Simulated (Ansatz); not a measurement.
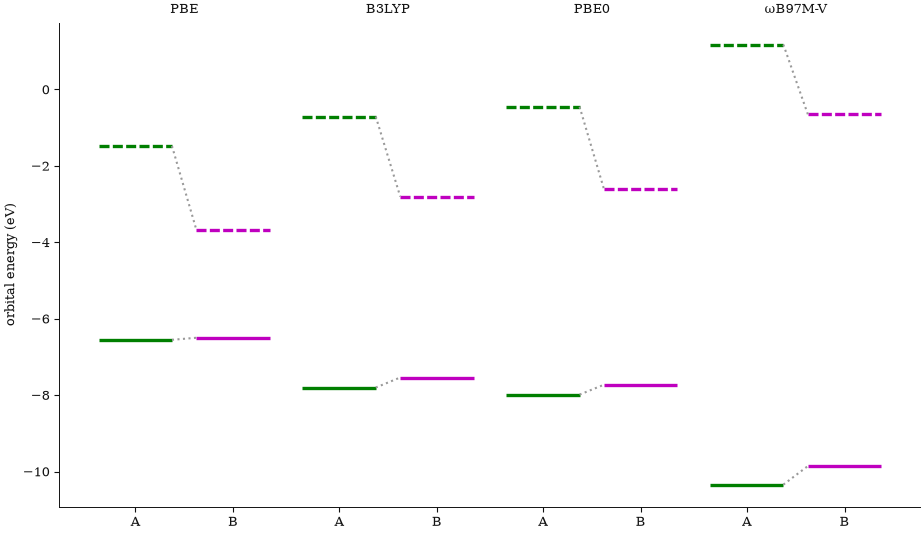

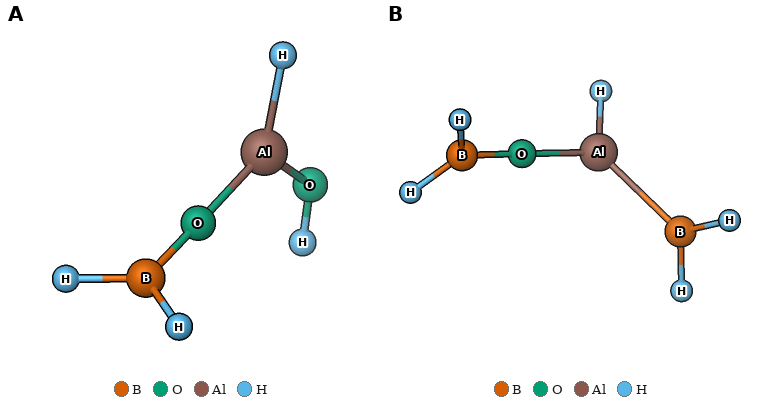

One change: A, AlBH₄O₂ (SMILES B[O][AlH][OH]), becomes B, AlB₂H₅O (SMILES B[O][AlH][BH2]). OH on Al is replaced by BH₂. HOMO (solid) and LUMO (dashed) computed in def2-TZVPP at PBE0-D4/def2-TZVP geometries, both minima by their frequencies, gas phase, the Ansatz code 0.2.0. Empty levels above zero depend strongly on the basis.

What does the change do to HOMO and LUMO?

Answer. PBE: the HOMO rises by 0.05 eV, the LUMO falls by 2.20 eV, and the separation goes from 5.08 to 2.82 eV. B3LYP: the HOMO rises by 0.26 eV, the LUMO falls by 2.09 eV, and the separation goes from 7.09 to 4.74 eV. PBE0: the HOMO rises by 0.26 eV, the LUMO falls by 2.16 eV, and the separation goes from 7.54 to 5.11 eV. ωB97M-V: the HOMO rises by 0.48 eV, the LUMO falls by 1.82 eV, and the separation goes from 11.52 to 9.21 eV.

Do the functionals agree on the effect?

Answer. They agree on the direction for both levels; the HOMO shift lies between 0.05 and 0.48 eV and the LUMO shift between −2.20 and −1.82 eV, while the separations themselves differ by up to 6.4 eV between functionals.

Caveats: one conformer of each flexible molecule.
